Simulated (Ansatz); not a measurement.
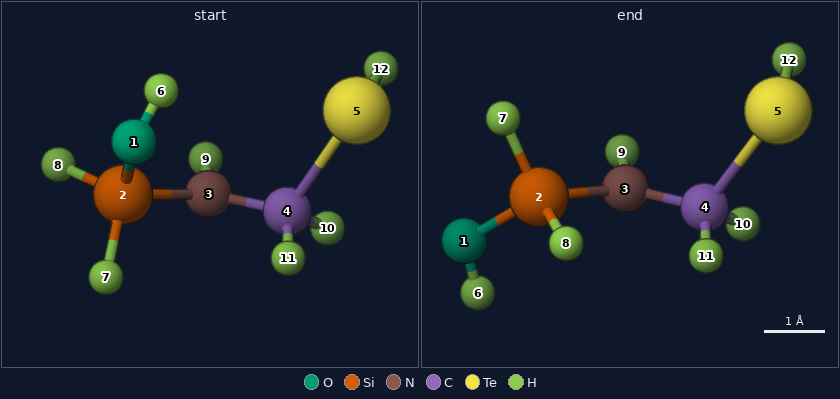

The two relaxed end points of a path for CH7NOSiTe. The picture is a ball-and-stick view, seen from a free direction.

The calculation used Ansatz, RKS revPBE/def2-SVP.

Run with 7 movable images; climbing image; force threshold 0.05 eV/Å; iteration limit 60.

Start:
```xyz
12

O    -1.6635    1.3306    0.7812
Si   -1.6578   -0.2012    0.0788
N    -0.0639   -0.7094   -0.4912
C     1.1316   -0.6614    0.2712
Te    2.2164    1.3675    0.4226
H    -1.1300    1.9936    0.3036
H    -2.1319   -1.0955    1.1827
H    -2.5188   -0.3253   -1.1494
H     0.0859   -0.6844   -1.5040
H     1.9244   -1.3312   -0.1120
H     0.9488   -0.8922    1.3386
H     2.9359    1.1539   -1.0880
```

End:
```xyz
12

O    -2.8331    0.0324   -0.4513
Si   -1.4285    0.4507    0.3819
N     0.0120   -0.0422   -0.5121
C     1.1546   -0.7056    0.0154
Te    2.8310    0.5775    0.9218
H    -2.9002   -0.9129   -0.6764
H    -1.5671    1.9348    0.5293
H    -1.2825   -0.2392    1.7126
H     0.1866    0.4238   -1.4084
H     1.6921   -1.3067   -0.7426
H     0.8914   -1.3573    0.8705
H     3.3209    1.0897   -0.6067
```

What barrier does the band find between them, and by what path?

The energy climbs by 0.173 eV to image 4 and then falls by 0.105 eV, so the end point sits at +0.068 eV. The motion is a rotation about the Si2–N3 bond by about 175°. No bond forms or breaks between the ends. Bond angles that change up to the highest image, for instance: N3–Si2–H8 103.2° → 110.6°, O1–Si2–H7 103.6° → 110.1°. The band is converged. At the top, the vibrational analysis gives one imaginary mode (92i cm⁻¹), as a transition state must have.

Energies of the converged images:

```csv
image,path (Å),E (eV)
0,0.00,0.000
1,1.26,0.029
2,2.52,0.109
3,3.78,0.145
4,5.04,0.173
5,5.77,0.152
6,6.51,0.110
7,7.24,0.077
8,7.97,0.068
```

The geometry at the top of the path:

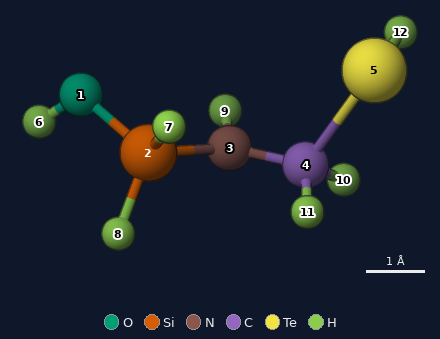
